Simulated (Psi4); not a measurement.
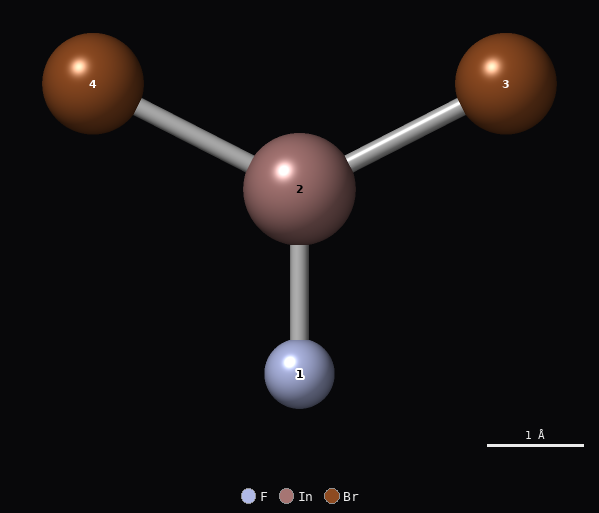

**Figure 1.** The structure as given in the input (ball-and-stick view, seen on its broad side; atoms are numbered from 1 in the order of the input). Sticks mark near contacts. Bond lengths as drawn: Br–In 2.43 Å and F–In 1.93 Å.

# InBr₂F: single-point calculation

The run: single-point calculation of InBr₂F, SMILES [F][In]([Br])[Br]. Method and program: PBE0/def2-TZVPP, RKS, core potentials def2 (Psi4 1.11).

The geometry comes from this level: PBE0-D4/def2-TZVP.

## Log
```
Psi4 1.11 release

   => Loading Basis Set <=

    Name: DEF2-TZVPP
    Role: ORBITAL
    Keyword: BASIS

    !!!  WARNING: ECP capability is in beta. Please check occupations closely.  !!!

         ---------------------------------------------------------
                                   SCF
                              RKS Reference
                        1 Threads,   1525 MiB Core
         ---------------------------------------------------------

  ==> Geometry <==

    Molecular point group: c1
    Full point group: C1

    Geometry (in Angstrom), charge = 0, multiplicity = 1:

       Center              X                  Y                   Z               Mass
    ------------   -----------------  -----------------  -----------------  -----------------
         F            0.488721183129     1.446174001195     1.853975061790    18.998403162730
         IN           0.096021183129     0.284074001195     0.364175061790   114.903878776000
         BR           1.271421183129    -1.836125998805     0.277775061790    78.918337600000
         BR          -1.528878816871     1.074374001195    -1.254324938210    78.918337600000

  Running in c1 symmetry.

  Rotational constants: A =      0.08502  B =      0.02289  C =      0.01804 [cm^-1]
  Rotational constants: A =   2548.73023  B =    686.36818  C =    540.74625 [MHz]
  Nuclear repulsion =  612.084583812460210

  Charge       = 0
  Multiplicity = 1
  Electrons    = 100
  Nalpha       = 50
  Nbeta        = 50

  ==> Algorithm <==

  SCF Algorithm Type is DF.
  DIIS enabled.
  MOM disabled.
  Fractional occupation disabled.
  Guess Type is SAP.
  Energy threshold   = 1.00e-06
  Density threshold  = 1.00e-06
  Integral threshold = 1.00e-12

  ==> Primary Basis <==

  Basis Set: DEF2-TZVPP
    Blend: DEF2-TZVPP
    Number of shells: 59
    Number of basis functions: 177
    Number of Cartesian functions: 205
    Spherical Harmonics?: true
    Max angular momentum: 3

  Core potential: DEF2-TZVPP
    Number of shells: 4
    Number of ECP primitives: 18
    Number of ECP core electrons: 28
    Max angular momentum: 3

  ==> DFT Potential <==

   => LibXC <=

    Version 7.1.2

   => Composite Functional: PBE0 <=

    PBE0 Hyb-GGA Exchange-Correlation Functional

    Deriv               =              1
    GGA                 =           TRUE
    Meta                =          FALSE

    Exchange Hybrid     =           TRUE
    MP2 Hybrid          =          FALSE

   => Exchange Functionals <=

    0.7500   Perdew, Burke & Ernzerhof

   => Exact (HF) Exchange <=

    0.2500               HF

   => Correlation Functionals <=

    1.0000   Perdew, Burke & Ernzerhof

   => LibXC Density Thresholds  <==

    XC_HYB_GGA_XC_PBEH:  1.00E-15

   => Molecular Quadrature <=

    Radial Scheme          =       TREUTLER
    Pruning Scheme         =           NONE
    Nuclear Scheme         =       TREUTLER

    Blocking Scheme        =         OCTREE
    BS radius alpha        =              1
    Pruning alpha          =              1
    Radial Points          =             75
    Spherical Points       =            302
    Total Points           =          87141
    Total Blocks           =            745
    Max Points             =            256
    Max Functions          =            155
    Weights Tolerance      =       1.00E-15

   => Loading Basis Set <=

    Name: (DEF2-TZVPP AUX)
    Role: JKFIT
    Keyword: DF_BASIS_SCF

  ==> Integral Setup <==

  DFHelper Memory: AOs need 0.187 GiB; user supplied 0.840 GiB.
  SCF_SUBTYPE=INCORE selected. In-core MEM_DF algorithm will be used.
  Using in-core AOs.

  ==> MemDFJK: Density-Fitted J/K Matrices <==

    J tasked:                   Yes
    K tasked:                   Yes
    wK tasked:                   No
    Memory [MiB]:               860
    Algorithm:                 Core
    Schwarz Cutoff:           1E-12
    Mask sparsity (%):      10.0993
    Fitting Condition:        1E-10

   => Auxiliary Basis Set <=

  Basis Set: (DEF2-TZVPP AUX)
    Blend: DEF2-UNIVERSAL-JKFIT
    Number of shells: 191
    Number of basis functions: 827
    Number of Cartesian functions: 1144
    Spherical Harmonics?: true
    Max angular momentum: 5

  Cached 100.0% of DFT collocation blocks in 0.277 [GiB].

  Minimum eigenvalue in the overlap matrix is 2.7112361658E-03.
  Reciprocal condition number of the overlap matrix is 6.5030769804E-04.
    Using symmetric orthogonalization.

  ==> Pre-Iterations <==

  ==> SAP guess <==

   => Molecular Quadrature <=

    Radial Scheme          =       TREUTLER
    Pruning Scheme         =           NONE
    Nuclear Scheme         =       TREUTLER

    Blocking Scheme        =         OCTREE
    BS radius alpha        =              1
    Pruning alpha          =              1
    Radial Points          =             75
    Spherical Points       =            302
    Total Points           =          87141
    Total Blocks           =            745
    Max Points             =            256
    Max Functions          =            155
    Weights Tolerance      =       1.00E-15

   -------------------------------------------------------
    Irrep   Nso     Nmo     Nalpha   Nbeta   Ndocc  Nsocc
   -------------------------------------------------------
     A        177     177      50      50      50       0
   -------------------------------------------------------
    Total     177     177      50      50      50       0
   -------------------------------------------------------

  ==> Iterations <==

                           Total Energy        Delta E     RMS |[F,P]|

   @DF-RKS iter   1: -4971.56440623851631   -4.97156e+03   3.51716e-01 ADIIS
   @DF-RKS iter   2: -5431.38785632714917   -4.59823e+02   3.20621e-02 DIIS/ADIIS
   @DF-RKS iter   3: -5429.67900151788035    1.70885e+00   2.49253e-02 DIIS/ADIIS
   @DF-RKS iter   4: -5435.55135899075412   -5.87236e+00   1.26950e-02 DIIS/ADIIS
   @DF-RKS iter   5: -5437.46338042151183   -1.91202e+00   5.67893e-03 DIIS/ADIIS
   @DF-RKS iter   6: -5437.60556711898516   -1.42187e-01   3.52296e-03 DIIS/ADIIS
   @DF-RKS iter   7: -5437.77959181213464   -1.74025e-01   8.64240e-04 DIIS/ADIIS
   @DF-RKS iter   8: -5437.78760894886545   -8.01714e-03   1.73267e-04 DIIS/ADIIS
   @DF-RKS iter   9: -5437.78782880888957   -2.19860e-04   6.23811e-05 DIIS
   @DF-RKS iter  10: -5437.78787349387767   -4.46850e-05   1.92002e-05 DIIS
   @DF-RKS iter  11: -5437.78787833974820   -4.84587e-06   2.52542e-06 DIIS
   @DF-RKS iter  12: -5437.78787842768998   -8.79418e-08   6.46849e-07 DIIS
  Energy and wave function converged.

  ==> Post-Iterations <==

   Electrons on quadrature grid:
      Ntotal   =  100.0000619266 ; deviation = 6.193e-05

    Orbital Energies [Eh]
    ---------------------

    Doubly Occupied:

       1A   -483.279220     2A   -483.279217     3A    -62.679280
       4A    -62.679275     5A    -56.452134     6A    -56.452129
       7A    -56.449941     8A    -56.449937     9A    -56.449679
      10A    -56.449675    11A    -24.728860    12A     -8.797994
      13A     -8.797987    14A     -6.606538    15A     -6.606535
      16A     -6.599420    17A     -6.599416    18A     -6.598576
      19A     -6.598572    20A     -4.783170    21A     -3.184531
      22A     -3.175966    23A     -3.173302    24A     -2.692519
      25A     -2.692514    26A     -2.690694    27A     -2.690689
      28A     -2.689994    29A     -2.689990    30A     -2.684165
      31A     -2.684161    32A     -2.684140    33A     -2.684136
      34A     -1.161105    35A     -0.869277    36A     -0.862856
      37A     -0.851795    38A     -0.849575    39A     -0.843154
      40A     -0.791508    41A     -0.785591    42A     -0.482405
      43A     -0.412031    44A     -0.407404    45A     -0.406698
      46A     -0.369712    47A     -0.345057    48A     -0.335644
      49A     -0.334137    50A     -0.330284

    Virtual:

      51A     -0.111909    52A     -0.065025    53A      0.017752
      54A      0.029159    55A      0.063099    56A      0.078563
      57A      0.100665    58A      0.107030    59A      0.151511
      60A      0.159286    61A      0.159757    62A      0.181569
      63A      0.195612    64A      0.250069    65A      0.251297
      66A      0.262577    67A      0.276627    68A      0.281756
      69A      0.289230    70A      0.305167    71A      0.319078
      72A      0.321259    73A      0.350779    74A      0.358266
      75A      0.415375    76A      0.422863    77A      0.438931
      78A      0.461413    79A      0.484872    80A      0.542386
      81A      0.571915    82A      0.607881    83A      0.628759
      84A      0.665345    85A      0.765348    86A      0.780352
      87A      0.783674    88A      0.787614    89A      0.803938
      90A      0.819008    91A      0.843418    92A      0.858447
      93A      0.896984    94A      0.916547    95A      0.924118
      96A      0.927926    97A      0.997770    98A      1.033745
      99A      1.124554   100A      1.177523   101A      1.330625
     102A      1.345430   103A      1.345643   104A      1.365700
     105A      1.394711   106A      1.400167   107A      1.405728
     108A      1.420559   109A      1.457407   110A      1.485670
     111A      1.514386   112A      1.515412   113A      1.515992
     114A      1.517073   115A      1.517258   116A      1.542141
     117A      1.545869   118A      1.559381   119A      1.604703
     120A      1.619492   121A      1.632110   122A      1.633070
     123A      1.633803   124A      1.682264   125A      1.713496
     126A      1.724549   127A      1.745224   128A      1.795758
     129A      1.877554   130A      1.996814   131A      2.028839
     132A      2.076647   133A      2.142787   134A      2.149572
     135A      2.201050   136A      2.240146   137A      2.284794
     138A      2.291244   139A      2.325282   140A      2.393992
     141A      2.625356   142A      2.649063   143A      3.143924
     144A      3.288742   145A      3.390744   146A      3.648700
     147A      3.979328   148A      3.992427   149A      4.006440
     150A      4.008128   151A      4.074007   152A      4.074889
     153A      4.078240   154A      4.095175   155A      4.120579
     156A      4.169778   157A      4.242968   158A      6.917522
     159A      6.921298   160A      6.921482   161A      6.923146
     162A      6.923467   163A      6.935534   164A      6.937013
     165A      7.465252   166A      7.544502   167A      8.334596
     168A      8.346243   169A      8.463272   170A      8.506518
     171A      8.751507   172A     37.978474   173A     38.728804
     174A     39.028659   175A     39.032065   176A     56.975901
     177A    125.232336

    Final Occupation by Irrep:
              A
    DOCC [    50 ]
    NA   [    50 ]
    NB   [    50 ]

  @DF-RKS Final Energy: -5437.78787842768998

   => Energetics <=

    Nuclear Repulsion Energy =            612.0845838124602096
    One-Electron Energy =               -8860.9539711904180876
    Two-Electron Energy =                2969.0874776466125695
    DFT Exchange-Correlation Energy =    -158.0059686963451497
    Empirical Dispersion Energy =           0.0000000000000000
    VV10 Nonlocal Energy =                  0.0000000000000000
    Total Energy =                      -5437.7878784276899751

Computation Completed

Properties will be evaluated at   0.000000,   0.000000,   0.000000 [a0]

Properties computed using the SCF density matrix

 Multipole Moments:

 ------------------------------------------------------------------------------------
     Multipole            Electronic (a.u.)      Nuclear  (a.u.)        Total (a.u.)
 ------------------------------------------------------------------------------------

 L = 1.  Multiply by 2.5417464519 to convert [e a0] to [Debye]
 Dipole X            :          4.7980661           -4.9058834           -0.1078173
 Dipole Y            :         14.1941788          -14.5134744           -0.3192955
 Dipole Z            :         18.1965629          -18.6058538           -0.4092909
 Magnitude           :                                                    0.5301823

 ------------------------------------------------------------------------------------

	total time  =         14 seconds =       0.23 minutes

    Psi4 run time: 0:00:15.28
```

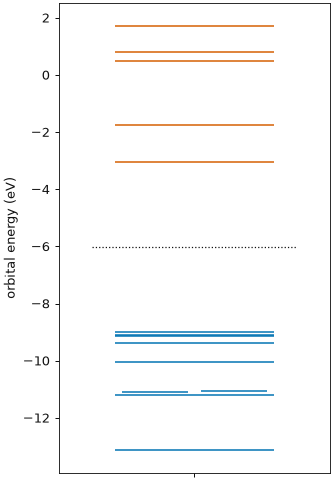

**Figure 2.** Orbital energies near the frontier; the dotted line parts filled from empty levels, and levels within 0.02 eV of each other stand side by side. Highest filled −8.99 eV, lowest empty −3.05 eV, 5.94 eV apart.

This output came from the following input.

## Input (br2fin.dat)
```
memory 1.6 GB

molecule {
  0 1
  F      0.420800     1.189000     1.538500
  In     0.028100     0.026900     0.048700
  Br     1.203500    -2.093300    -0.037700
  Br    -1.596800     0.817200    -1.569800
  symmetry c1
}

set basis def2-TZVPP
set scf_type df
set guess sap

e_tot = energy('pbe0')
```

Command:
```bash
psi4 -i br2fin.dat -o br2fin.out -n 1
```

## Key numbers

| quantity | value |
| --- | --- |
| outcome | converged |
| total energy | −5437.787878 hartree |
| basis functions | 177 |
| HOMO | −8.99 eV |
| LUMO | −3.05 eV |
| dipole moment | 1.35 D |
| hardware | 1 thread of Intel Xeon @ 2.50GHz (Skylake/Cascade Lake), 192 GiB of memory available, shared host |
| wall time | 18 s |
| peak memory | 0.72 GiB |
